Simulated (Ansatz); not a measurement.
**CH7NSn (SMILES C[NH][SnH3]): RPA@PBE/def2-SVP (core potential)**

Aim: the vertical singlet–triplet gap of CH7NSn at RPA@PBE/def2-SVP (core potential), from 2 runs. 

The results are computed with Ansatz 0.2.0.

74 further runs of the same task are left out: 74 set aside as unsound or not needed.

## Step 1: The structure to begin with

CH7NSn: 10 atoms, total charge 0, spin state singlet. As SMILES, `C[NH][SnH3]`. Geometry: relaxed at PBE0-D4/def2-TZVP.

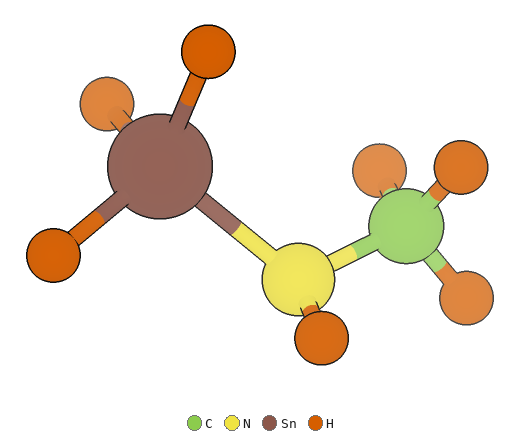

The structure, seen from a chosen angle (carbon green, nitrogen yellow, tin brown, hydrogen orange).

## Step 2: A single-point energy at RPA@PBE/def2-SVP (core potential)

Input file input.yaml:

```yaml
crystal:
  periodic: [false, false, false]
  atoms:
    - {symbol: C, position_ang: [-0.898400, 0.758000, -0.879200]}
    - {symbol: "N", position_ang: [-0.343000, -0.532900, -0.516500]}
    - {symbol: Sn, position_ang: [0.897300, -0.629400, 1.085100]}
    - {symbol: H, position_ang: [-1.664200, 0.637600, -1.652700]}
    - {symbol: H, position_ang: [-1.396800, 1.201100, -0.011700]}
    - {symbol: H, position_ang: [-0.168200, 1.494600, -1.247500]}
    - {symbol: H, position_ang: [0.037300, -1.004000, -1.326200]}
    - {symbol: H, position_ang: [1.451700, -2.239000, 1.169900]}
    - {symbol: H, position_ang: [-0.052600, -0.195500, 2.433700]}
    - {symbol: H, position_ang: [2.220200, 0.458400, 0.948000]}
basis:
  gaussian:
    orbitals: def2-SVP
correlation:
  method: rpa
  frozen_orbitals: {C: 1, H: 0, "N": 1, Sn: 4}
accuracy: high
hamiltonian:
  xc: pbe
```

The run is started by

```console
$ ansatz run input.yaml --threads 1 --pin off --max-ram 3480MiB --events-out events.jsonl --progress --plain --runs-dir runs
```

The program printed:

```text
Warning: RAYON_NUM_THREADS=1 ignored (pool sized by the plan → 1); use --threads N
Functional definition: PBE
  name "PBE"
  parameter kappa = 0.804
  parameter beta = 0.06672455060314922
  exchange = pbe_x(kappa = kappa, mu = beta*pi^2/3)
  correlation = pbe_c(beta = beta)
2266 factors; integrals over basis functions are off by at most 3.0e-9 eV
mean field evaluation 1: about -8456.0153 eV, gradient 6.4e1 eV
mean field evaluation 2: about -8456.0065 eV, gradient 6.4e1 eV
mean field evaluation 4: about -8462.3186 eV, gradient 3.3e1 eV
mean field evaluation 8: about -8465.6529 eV, gradient 6.0e-1 eV
mean field evaluation 16: about -8465.6528 eV, gradient 6.3e-5 eV
mean field -8465.65276753 eV, -311.1070009811 hartree, gradient 2.8e-8 eV, S^2 0.000000; 0 other end points of the search recorded, 0 dependent functions left out
6 core orbitals not correlated: weight in the atoms' cores, before any rotation towards them, 1.000 or more for the frozen orbitals, at most 0.000 for the correlated occupied ones
reference -8424.28742118 eV, -309.5868525412 hartree; 15, 15 occupied and 68, 68 virtual orbitals, 2266 factors
Total energy: -8445.08279390 eV, -310.3510683930 hartree
```

Run time: 13 s. Hardware: 1 thread of Arm Neoverse V2, shared host; peak memory 0.49 GiB.

## Step 3: The triplet

Input file in.yaml:

```yaml
crystal:
  periodic: [false, false, false]
  atoms:
    - {symbol: C, position_ang: [-0.898400, 0.758000, -0.879200]}
    - {symbol: "N", position_ang: [-0.343000, -0.532900, -0.516500]}
    - {symbol: Sn, position_ang: [0.897300, -0.629400, 1.085100]}
    - {symbol: H, position_ang: [-1.664200, 0.637600, -1.652700]}
    - {symbol: H, position_ang: [-1.396800, 1.201100, -0.011700]}
    - {symbol: H, position_ang: [-0.168200, 1.494600, -1.247500]}
    - {symbol: H, position_ang: [0.037300, -1.004000, -1.326200]}
    - {symbol: H, position_ang: [1.451700, -2.239000, 1.169900]}
    - {symbol: H, position_ang: [-0.052600, -0.195500, 2.433700]}
    - {symbol: H, position_ang: [2.220200, 0.458400, 0.948000]}
basis:
  gaussian:
    orbitals: def2-SVP
magnetization:
  spin_polarized: true
  initial_magnetization: 2
hamiltonian:
  xc: {name: PBE}
correlation:
  method: rpa
  frozen_orbitals: {C: 1, H: 0, "N": 1, Sn: 4}
accuracy: high
```

The run is started by

```console
$ ansatz run in.yaml --threads 1 --pin off --max-ram 3480MiB --events-out events.jsonl --progress --plain --runs-dir runs
```

The program printed, shortened:

```text
Warning: RAYON_NUM_THREADS=1 ignored (pool sized by the plan → 1); use --threads N
[... 2 set-up lines as earlier in the session ...]
[...]
2266 factors; integrals over basis functions are off by at most 3.0e-9 eV
[...]
mean field -8461.01428956 eV, -310.9365400600 hartree, gradient 4.9e-8 eV, S^2 2.003729; 6 other end points of the search recorded, 0 dependent functions left out
6 core orbitals not correlated: weight in the atoms' cores, before any rotation towards them, 1.000 or more for the frozen orbitals, at most 0.000 for the correlated occupied ones
reference -8419.19238381 eV, -309.3996133714 hartree; 16, 14 occupied and 67, 69 virtual orbitals, 2266 factors
Total energy: -8439.99853000 eV, -310.1642251410 hartree
```

Run time: 26 s. Hardware: 1 thread of Arm Neoverse V2, shared host; peak memory 0.56 GiB.

## Step 4: Outcome

At RPA@PBE/def2-SVP (core potential), 6 core orbitals frozen:

| quantity | value |
| --- | --- |
| singlet: total energy | -310.35107 Eh |
| singlet: RPA correlation energy (valence) | -764.2 mEh |
| triplet: total energy | -310.16423 Eh |
| triplet: RPA correlation energy (valence) | -764.6 mEh |
| triplet: ⟨S²⟩ of the reference determinant | 2.004 |
| vertical energy of the triplet above the singlet | 5.084 eV |

**Reading.** At this shape the triplet lies 5.08 eV (491 kJ/mol) above the singlet.
